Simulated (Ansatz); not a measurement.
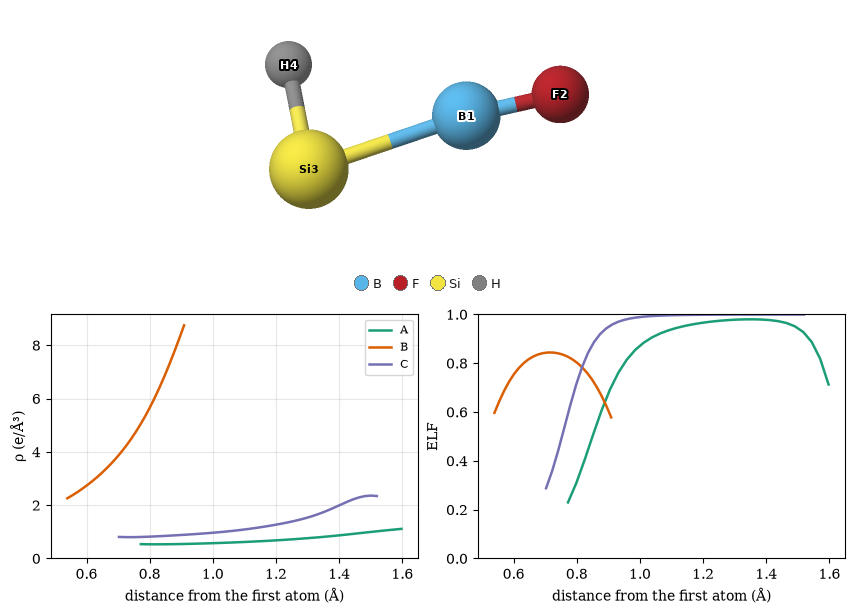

BFHSi (SMILES FB=[SiH+]) (charge +1). Total electron density and ELF along straight lines between neighbouring atoms. The curves leave out the atomic cores. The structure is drawn too.

Geometry: B3LYP-D4/def2-TZVP.

Theory: isolated molecule in a Gaussian basis; Kohn-Sham density functional theory, functional PBE0 (Ansatz 0.2.0).

```xyz
4

B    -0.6217   -0.9531   -1.8998
F    -0.3745   -1.9981   -2.5042
Si   -1.0095    0.7229   -0.6447
H    -1.2253    1.4114   -1.9818
```

### Which curve belongs to which contact (B–F, Si–B and Si–H)? The first atom named is at distance zero.

Curve A: Si–B (2.13 Å): ρ is about 0.6 e/Å³ halfway, with its minimum of 0.53 e/Å³ about 0.8 Å from Si; the ELF peaks at about 1 between the atoms; a shared electron pair. Curve B: B–F (1.23 Å): ρ at the midpoint is about 2.9 e/Å³; the ELF peaks at about 0.85 between the atoms (a short, strongly polar bond). Curve C: Si–H (1.52 Å): ρ at the midpoint is about 0.8 e/Å³; the ELF climbs to about 1 towards the hydrogen, as it does in any bond to H.
